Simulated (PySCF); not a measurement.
System (SMILES): [O-][O+]=O.
Geometry (B3LYP-D3(BJ)/def2-TZVP, fixed):
```xyz
3

O     -0.0102     1.0756    -0.2169
O      0.0093     0.0011     0.4285
O      0.0009    -1.0767    -0.2116
```

Basis-set convergence of the mean static polarisability at PBE with PySCF. All functions are spherical. Density fitting with generated auxiliary sets. No added dispersion term, no relativity. Reference: the value in d-aug-cc-pVTZ, 19.22 bohr³, itself unsure by roughly 0.6 % (its mean distance from aug-pcseg-3, aug-cc-pVQZ, aug-pcseg-2). Deviations are taken from unrounded values. Cost is core time over that of 6-311+G**, rough, on shared machines of one kind; a dash marks a row that isn't timed (too short, read off another run, short of memory, by another algorithm or on other hardware).

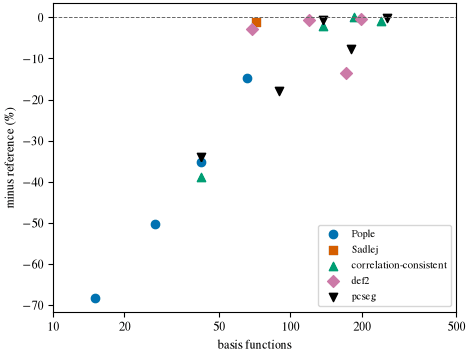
Figure. Deviation from the reference against the number of basis functions, by family of sets.

```csv
basis,functions,mean static polarisability (bohr³),minus reference (%),cost
STO-3G,15,6.12,-68.2,-
3-21G,27,9.54,-50.4,-
6-31G**,42,12.47,-35.1,0.6×
cc-pVDZ,42,11.74,-38.9,0.6×
pcseg-1,42,12.69,-34.0,0.5×
6-311+G**,66,16.36,-14.9,1×
def2-SVPD,69,18.68,-2.8,1×
Sadlej pVTZ,72,19.02,-1.0,1×
pcseg-2,90,15.78,-17.9,1×
def2-TZVPPD,120,19.08,-0.8,2×
aug-cc-pVTZ,138,18.83,-2.0,3×
aug-pcseg-2,138,19.07,-0.8,2×
def2-QZVPP,171,16.63,-13.5,6×
pcseg-3,180,17.76,-7.6,6×
d-aug-cc-pVTZ,186,19.22,0.0,4×
def2-QZVPPD,198,19.14,-0.4,8×
aug-cc-pVQZ,240,19.06,-0.8,10×
aug-pcseg-3,255,19.20,-0.1,10×
```
